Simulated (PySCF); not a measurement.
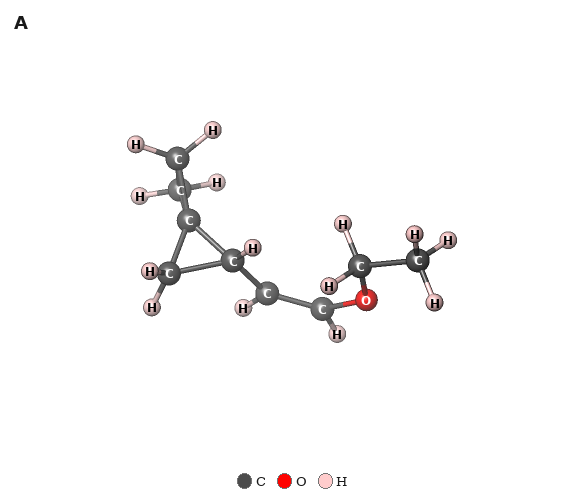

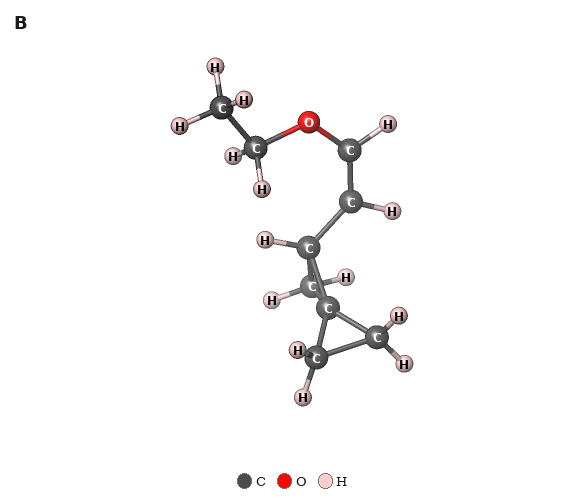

Distant atoms are faded towards the background colour. The computed structure is the end point of a PBE0-D3(BJ)/def2-SVP optimisation. No frequency run is at hand to confirm it as a minimum.

Q: How are A and B related: the same structure turned, mirror images, conformers, diastereomers or constitutional isomers?

A: They are enantiomers, mirror images that no rotation superimposes: A is CCO/C=C\[C@@H]1CC12CC2 (S, Z), B is CCO/C=C\[C@H]1CC12CC2 (R, Z). Their energies are equal.
